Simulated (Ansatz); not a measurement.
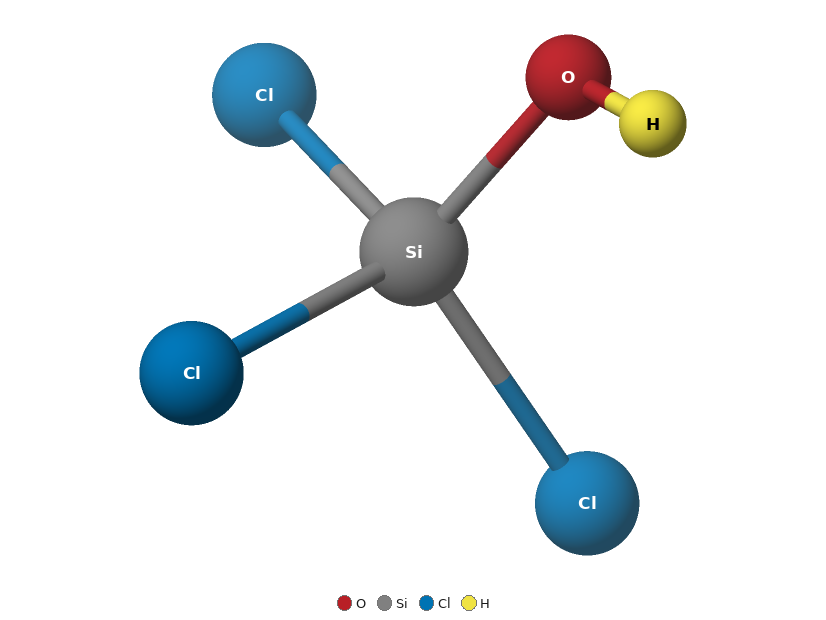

Rendered structure (ball-and-stick style).

Give the formula.

Cl3HOSi, 6 atoms: 3 chlorine, 1 hydrogen, 1 oxygen and 1 silicon.

Give the symmetry (Schoenflies symbol).

Cs.

Count the bonded pairs by element.

3 Cl–Si, 1 O–Si, 1 O–H.

The parts below concern this one geometry. Atoms keep their numbers from picture to picture. Computed geometry: PBE0-D4/def2-TZVP optimisation.

**Geometry**

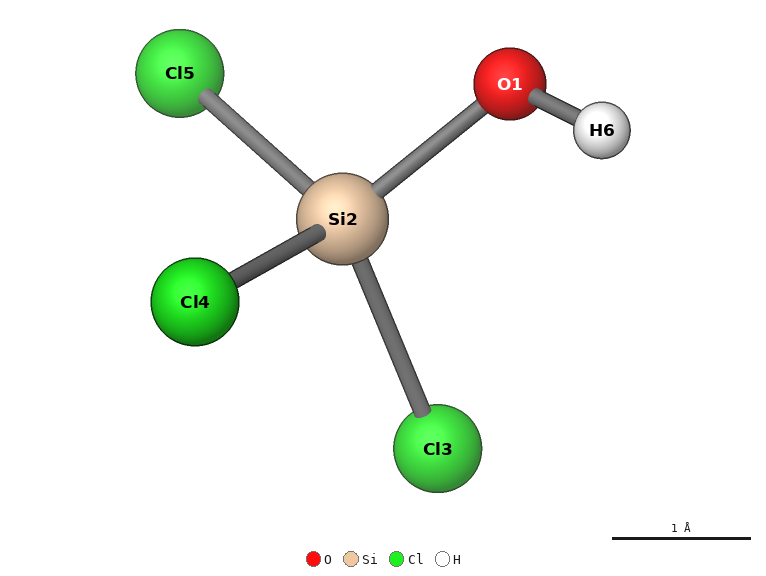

The atoms are numbered.

Describe the coordination of atom 2.

Si2 has 4 neighbours (O1 at 1.62, Cl3 at 2.03, Cl4 at 2.03, Cl5 at 2.02 Å); the arrangement is tetrahedral.

How are the neighbours of atom 1 arranged?

O1 has 2 neighbours (Si2 at 1.62, H6 at 0.96 Å); the arrangement is bent.

**Charges**

The questions are on Mulliken charges. Method: RKS PBE0-D4/def2-TZVP (Ansatz 0.2.0).

List the Mulliken charges.

```csv
atom,value (e)
O1,−0.47
Si2,0.69
Cl3,−0.19
Cl4,−0.19
Cl5,−0.18
H6,0.34
```

**Dipole moment**

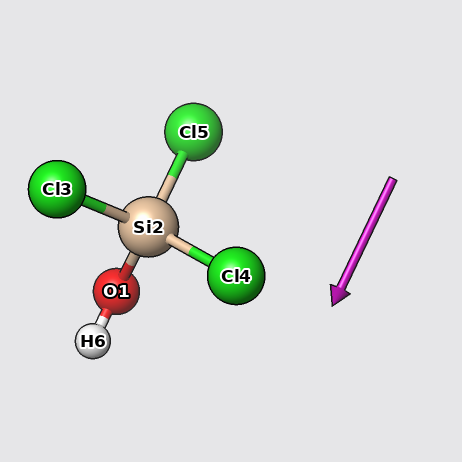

The arrow beside the molecule shows the direction of the dipole moment, from the negative to the positive end (its length means nothing). Properties computed with RKS PBE0-D4/def2-TZVP (Ansatz 0.2.0).

Estimate the dipole moment.

1.66 D; it points from the side of Cl5 to the side of H6 (the outermost atoms at the two ends).

**Electronic properties**

Level of theory: RKS revPBE-D4/def2-TZVPP (Ansatz 0.2.0).

Predict the main results.

- HOMO energy (Kohn–Sham orbital): −7.82 eV
- LUMO energy (Kohn–Sham orbital): −0.92 eV
- HOMO–LUMO gap: 6.90 eV

Mulliken values depend strongly on the basis set and can even reverse the polarity of a bond.
